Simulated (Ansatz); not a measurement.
# C₂H₆AlBO: one species, many methods

Aim: compute C₂H₆AlBO with functionals from several rungs and with coupled cluster, and see how far each lands from CCSD(T) at the basis-set limit for the atomisation energy.

Program: Ansatz 0.2.0, Gaussian basis. Level of theory: functionals in def2-TZVPP, the program's frozen cores in correlated methods. These are calculated values, not measurements.

The runs, in order: PBE-D4, r2SCAN-D4, PBE0-D4, B3LYP-D4, ωB97X-V, ωB97M-V, B2PLYP; CCSD(T)/def2-TZVPP; MP2/def2-QZVPP; extrapolation to the limit.

### Step 1. Structure used throughout

The geometry comes from an earlier relaxation with PBE0-D4 in a triple-zeta def2 set; it is a stationary point, not always the lowest conformer.

SMILES `C=[C]([AlH2])BO`, 11 atoms, charge 0, spin multiplicity 1.

Atoms are counted from 1 here; the program's logs count them from 0.

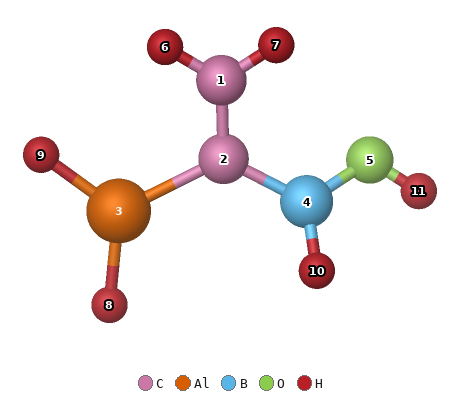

The geometry (carbon pink, aluminium orange, boron blue, oxygen green, hydrogen red); atoms are numbered from 1 in the order of the file.

### Step 2. PBE-D4 (GGA)

The input, in.yaml:

```yaml
crystal:
  periodic: [false, false, false]
  atoms:
    - {symbol: C, position_ang: [-0.979373, 0.707181, 0.857479]}
    - {symbol: C, position_ang: [-0.024874, 0.016547, 0.208361]}
    - {symbol: Al, position_ang: [1.101152, -1.104414, 1.328493]}
    - {symbol: B, position_ang: [0.150491, 0.223678, -1.318892]}
    - {symbol: O, position_ang: [-0.952852, 0.402945, -2.091453]}
    - {symbol: H, position_ang: [-1.138202, 0.626966, 1.933223]}
    - {symbol: H, position_ang: [-1.646096, 1.401614, 0.344006]}
    - {symbol: H, position_ang: [2.344905, -1.907781, 0.752632]}
    - {symbol: H, position_ang: [0.716614, -1.194874, 2.868775]}
    - {symbol: H, position_ang: [1.236277, 0.230391, -1.844052]}
    - {symbol: H, position_ang: [-0.742641, 0.540747, -3.017871]}
basis:
  gaussian: {orbitals: def2-TZVPP}
hamiltonian: {xc: pbe, dispersion: d4}
output: {forces: true, orbitals: {seedname: orbitals}}
```

The run is started by

```sh
ansatz run in.yaml --threads 4 --pin off --events-out ev --progress --plain --max-ram 10444MiB
```

Further steps of the session: r2SCAN-D4 (meta-GGA); PBE0-D4 (hybrid); B3LYP-D4 (hybrid); ωB97X-V (range-separated); ωB97M-V (range-separated); B2PLYP (double hybrid); CCSD(T) in def2-TZVPP; MP2 in def2-QZVPP.

Before running them: what should the planned runs give, taken together? Wanted: atomisation energy, CCSD(T)/CBS; farthest; mean size of error, hybrid; mean size of error, range-separated; gap, smallest and largest; T1 diagnostic; triples share of the correlation energy.

As calculated:

| quantity | value |
| --- | --- |
| atomisation energy, CCSD(T)/CBS | 4143.5 kJ/mol |
| functionals within 20.7 kJ/mol (0.5 %) | PBE0-D4, B3LYP-D4, ωB97X-V |
| farthest | PBE-D4 (+73.9 kJ/mol) |
| mean size of error, hybrid | 8.4 kJ/mol |
| mean size of error, range-separated | 14.7 kJ/mol |
| gap, smallest and largest | 3.78 eV (PBE-D4), 10.29 eV (ωB97X-V) |
| T1 diagnostic | 0.0132 |
| triples share of the correlation energy | 4.0 % |

PBE-D4 is off by +73.9 kJ/mol. Double hybrids carry the basis error of their MP2 part in triple zeta, and no dispersion term here, so their miss is partly the set-up's. The reference freezes the cores and leaves out relativity and excitations past (T), so misses under about 20.7 kJ/mol can't be ranked. Hartree-Fock recovers 75 % of the binding; the rest is correlation. The gap grows from 3.8 to 10.3 eV across the functionals, mostly with the share of exact exchange.
